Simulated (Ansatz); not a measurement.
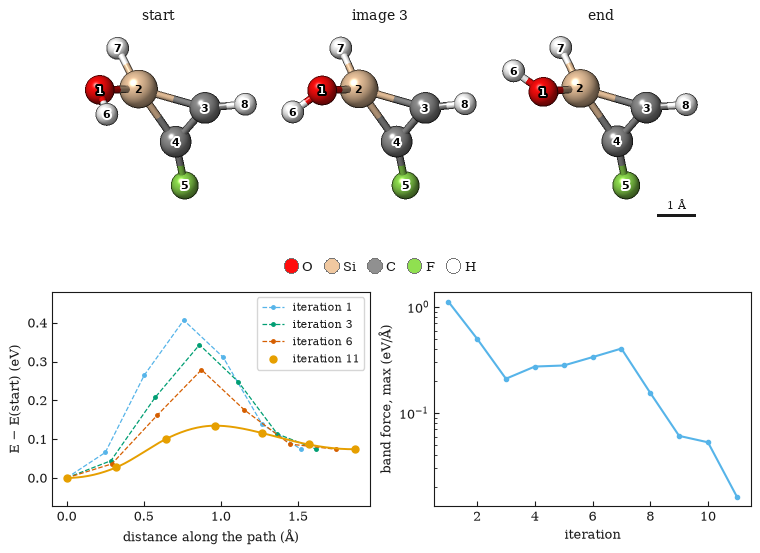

A search for the minimum-energy path of C$_{2}$H$_{3}$FOSi by the nudged elastic band. Images are numbered from 0 (start) to 6 (end). The plot follows the band through its iterations. The picture is a ball-and-stick view, seen from a free direction.

Level of theory: RKS PBE0-D4/def2-SVP in Ansatz.

Input
```yaml
crystal:
  periodic: [false, false, false]
  atoms:
    - { symbol: O, position_ang: [-1.148998, 1.41566, 0.869827] }
    - { symbol: Si, position_ang: [0.137122, 0.395685, 0.656479] }
    - { symbol: C, position_ang: [0.079251, -1.199444, -0.224497] }
    - { symbol: C, position_ang: [0.727911, -0.249842, -0.919067] }
    - { symbol: F, position_ang: [1.318039, -0.231786, -2.097434] }
    - { symbol: H, position_ang: [-1.841454, 1.3911, 0.201755] }
    - { symbol: H, position_ang: [0.997504, 0.674223, 1.826676] }
    - { symbol: H, position_ang: [-0.177275, -2.252596, -0.369539] }
basis:
  gaussian: { orbitals: def2-SVP }
hamiltonian:
  xc: pbe0
  dispersion: d4
neb:
  order_check: false
  images: 5
  f_tol: 0.05
  max_iterations: 60
  initial_path: idpp
  final_atoms:
    - { symbol: O, position_ang: [-1.43477408, 1.20358618, 0.40375991] }
    - { symbol: Si, position_ang: [-0.01172727, 0.35815912, 0.48216214] }
    - { symbol: C, position_ang: [0.15292059, -1.28472277, -0.26962302] }
    - { symbol: C, position_ang: [0.78664666, -0.32976323, -0.97127071] }
    - { symbol: F, position_ang: [1.46769153, -0.33070841, -2.09855961] }
    - { symbol: H, position_ang: [-1.56292614, 1.89277797, 1.06185889] }
    - { symbol: H, position_ang: [0.71950124, 0.79262236, 1.7034914] }
    - { symbol: H, position_ang: [-0.02523253, -2.35895122, -0.367619] }
```

Command:
```bash
ansatz run input.yaml --threads 1 --pin off --max-ram 2048MiB --backend cpu --events-out ev --progress --plain --runs-dir out
```

### Did the band converge, and can the barrier be trusted?

The result is final at these settings. The band converged in 11 iterations. The largest component of the band force went from 1.1 to 0.016 eV/Å. The climbing image converged on the top of the path. Its vibrational analysis gives one imaginary mode (293i cm⁻¹), as a transition state must have. The first iteration put the highest image at 0.407 eV. Forward barrier 0.135 eV, backward barrier 0.061 eV, with image 3 at the top; the reaction energy is +0.074 eV.

The run took 3.3 min on 1 thread of Arm Neoverse V1 (shared host), peak memory 0.17 GiB.
